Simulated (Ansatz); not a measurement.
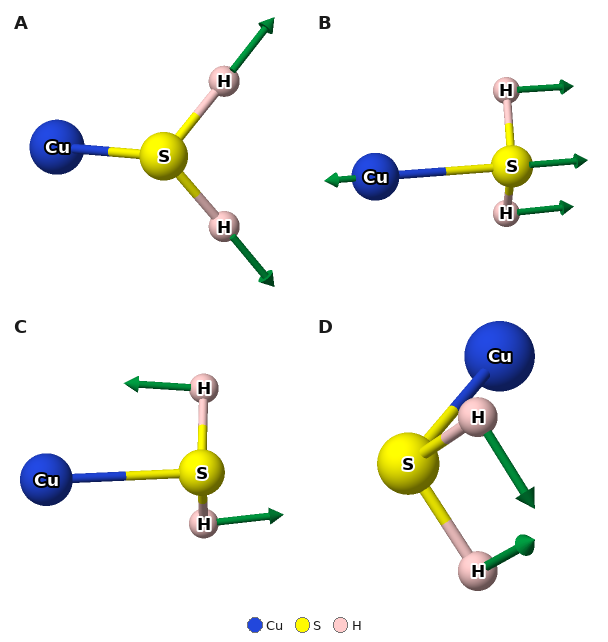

4 normal modes of one molecule or complex, as arrows. Charge +1, singlet. Harmonic vibrations computed with RKS PBE0-D4/def2-TZVP (Ansatz 0.2.0) at a stationary point of the same level.

Match the panels to the wavenumbers 298 cm⁻¹, 585 cm⁻¹, 1185 cm⁻¹, 2668 cm⁻¹.

Answer. A: 2668 cm⁻¹, in-phase stretching of 2 S–H bonds
B: 298 cm⁻¹, Cu–S stretching
C: 585 cm⁻¹, Cu–S–H bending
D: 1185 cm⁻¹, H–S–H bending
